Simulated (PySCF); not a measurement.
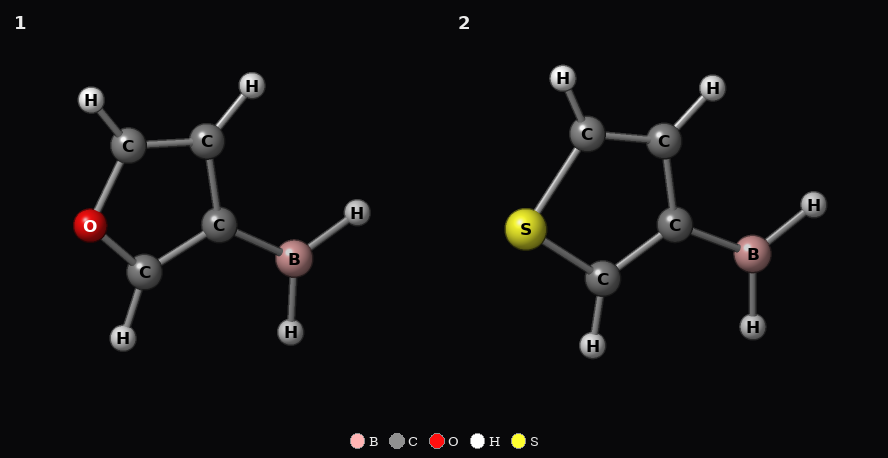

2 molecules with one skeleton, seen from the same side and at one scale. Charge 0, singlet. Computed geometries: PBE0-D3(BJ)/def2-SVP optimisations, one conformation each. Properties computed with PySCF 2.14.0.

One atom differs, called X below: O in panel 1, S in panel 2. Their formulas are C4H5BO (`Bc1ccoc1`), C4H5BS (`Bc1ccsc1`).

In which is the mean length of X–C larger (PBE0-D3(BJ)/def2-SVP)?

Answer. In panel 2 (X = S).

In which is the angle C–X–C larger (PBE0-D3(BJ)/def2-SVP)?

Answer. In panel 1 (X = O).

Give the values. With PBE0-D3(BJ)/def2-SVP: mean length of X–C (Å), angle C–X–C (°). With PBE0/cc-pVDZ: dipole moment (D), HOMO energy (Kohn–Sham orbital) (eV), HOMO–LUMO gap (eV), Hirshfeld charge of X (e), mean GIAO shielding of the 2 C atoms bonded to X (ppm).

```json
{"quantity": "mean length of X–C (Å)", "1 (O)": "1.347", "2 (S)": "1.715", "2 − 1": "+0.368"}
{"quantity": "angle C–X–C (°)", "1 (O)": "107.4", "2 (S)": "91.9", "2 − 1": "−15.5"}
{"quantity": "dipole moment (D)", "1 (O)": "1.39", "2 (S)": "1.43", "2 − 1": "+0.04"}
{"quantity": "HOMO energy (Kohn–Sham orbital) (eV)", "1 (O)": "−7.00", "2 (S)": "−7.16", "2 − 1": "−0.16"}
{"quantity": "HOMO–LUMO gap (eV)", "1 (O)": "5.44", "2 (S)": "5.39", "2 − 1": "−0.05"}
{"quantity": "Hirshfeld charge of X (e)", "1 (O)": "−0.04", "2 (S)": "0.12", "2 − 1": "+0.16"}
{"quantity": "mean GIAO shielding of the 2 C atoms bonded to X (ppm)", "1 (O)": "48.4", "2 (S)": "55.8", "2 − 1": "+7.4"}
```
